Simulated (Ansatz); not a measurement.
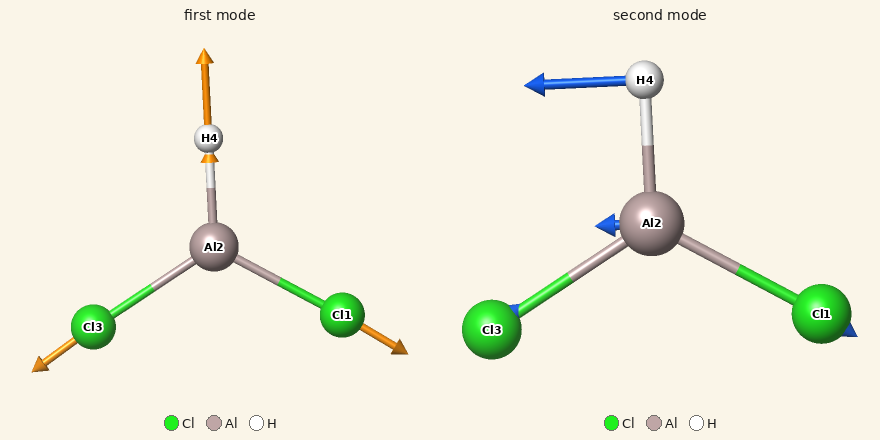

The system is AlCl₂H, SMILES [Cl][AlH][Cl]; the picture shows the reference structure; its two panels give the patterns of the first and the second mode as arrows. 
- First axis: normal mode 3 (482 cm⁻¹). Second axis: normal mode 4 (585 cm⁻¹).
- Nothing is relaxed (straight displacements along the two mass-weighted modes).
- The grid has 11 × 11 points; 66 points were computed and 55 follow by symmetry.
- Points are written as (first, second).
- All energies are given in kJ/mol relative to the lowest grid point.
- These are results of RKS PBE0-D4/def2-TZVP in Ansatz, not measurements.

Its coordinates:

```xyz
4

Cl   -1.2779    0.6413    1.3907
Al    0.1281    0.0677   -0.0338
Cl   -0.1631   -1.7361   -1.0320
H     1.3684    0.9668   -0.3453
```

Range: normal mode 3 (482 cm⁻¹) from −1.184 to 1.184 amu½·Å; normal mode 4 (585 cm⁻¹) from −0.882 to 0.882 amu½·Å.

What landscape does the calculation give?

Answer. The lowest grid point is at (0.000 amu½·Å, 0.000 amu½·Å). It is the only kind of minimum in the scanned range. The highest grid point, (−1.184 amu½·Å, −0.882 amu½·Å), lies 170 kJ/mol above the lowest.

```csv
"normal mode 4 (585 cm⁻¹) ↓, normal mode 3 (482 cm⁻¹) →",−1.184,−0.947,−0.711,−0.474,−0.237,0.000,0.237,0.474,0.711,0.947,1.184
0.882,170,130,98,75,59,49,45,45,50,59,71
0.706,134,98,71,51,38,31,29,32,39,49,62
0.529,106,74,50,33,22,17,17,21,30,41,55
0.353,87,57,35,20,11,8,9,14,23,36,51
0.176,75,47,27,13,5,2,4,10,20,32,48
0.000,72,44,24,10,2,0,2,8,18,31,47
−0.176,75,47,27,13,5,2,4,10,20,32,48
−0.353,87,57,35,20,11,8,9,14,23,36,51
−0.529,106,74,50,33,22,17,17,21,30,41,55
−0.706,134,98,71,51,38,31,29,32,39,49,62
−0.882,170,130,98,75,59,49,45,45,50,59,71
```

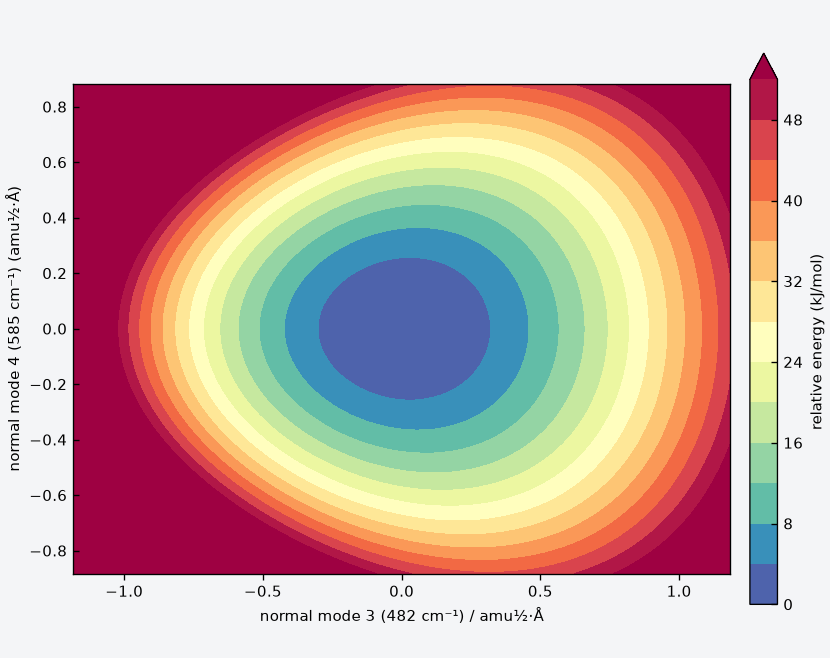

In the figure: filled contours, one colour for all values above the top of the scale. Between grid points the surface is interpolated.

Each point was launched as `ansatz run input.yaml --threads 1 --pin off --max-ram 2560MiB --backend cpu --events-out ev --progress --plain --runs-dir out`. Time for the 66 points that were run: 9.1 min on 1 thread of Intel(R) Xeon(R) Processor @ 2.50GHz (Skylake/Cascade Lake), with other jobs on the host.
